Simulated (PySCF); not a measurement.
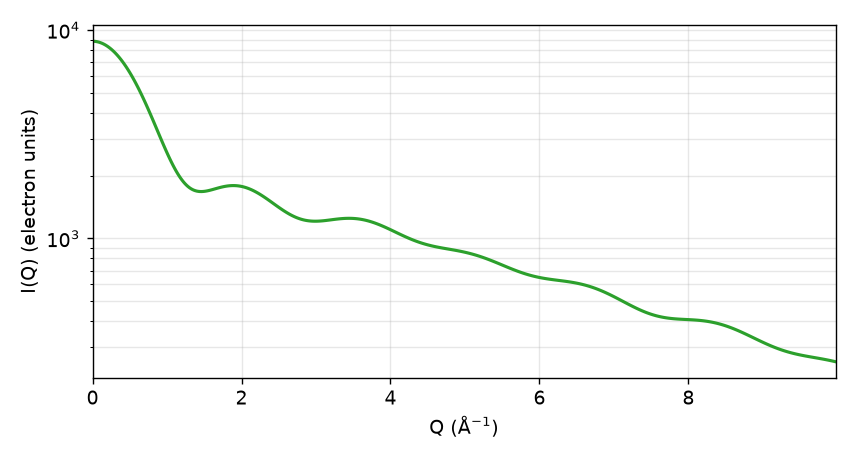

Elastic X-ray scattering of a randomly oriented, rigid molecule, calculated with the Debye equation from neutral-atom form factors (independent atoms, no Compton part, no vibration). The geometry is the end point of an optimisation (PySCF 2.14.0, density-fitted response routines, PBE0-D3(BJ)/def2-SVP geometry optimisation, gas phase); it may be a saddle point or a higher isomer. It contains Ge, O, Si, Se, H.

> How many electrons does the independent-atom model of the molecule hold?

I(0) is the square of the electron number: I(0) = 8830, so about 94 electrons, the count of GeH6OSeSi.

> What radius of gyration does the initial fall-off give?

From I(Q) ≈ I(0) exp(−Q²R²/3) at small Q, R ≈ 2.05 Å. It is larger than the electron-weighted radius of the nuclear positions alone (1.95 Å), because each atom's electron cloud adds to it.
